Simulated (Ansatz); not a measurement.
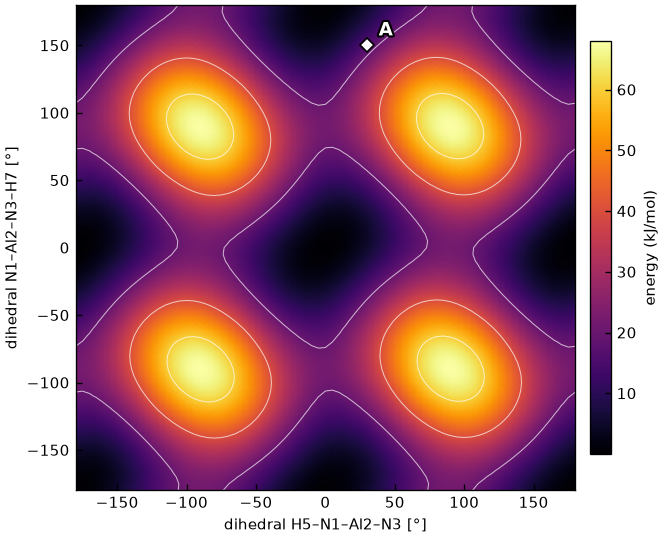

AlBrH4N2, SMILES [NH2][Al]([NH2])[Br]. The first coordinate is: dihedral H5–N1–Al2–N3; the second: dihedral N1–Al2–N3–H7. Nothing is relaxed (all other coordinates rigid). The scan uses a 12 × 12 grid; 90 points were computed and 54 follow by symmetry. Points are written as (first, second). Energies: kJ/mol, counted from the relaxed molecule at the same level. These are results of RKS CAM-B3LYP-D4/def2-SVP in Ansatz, not measurements.

In the figure: a smooth colour map with a few white contour lines, the point A. Between grid points the surface is interpolated.

Q: Which way does the force act at A, and how strong is it?

A: A, at (30°, 150°), is not a stationary point. The computed force is 0.49 kJ/mol for each degree towards smaller values of dihedral H5–N1–Al2–N3 and 0.49 kJ/mol for each degree towards larger values of dihedral N1–Al2–N3–H7.
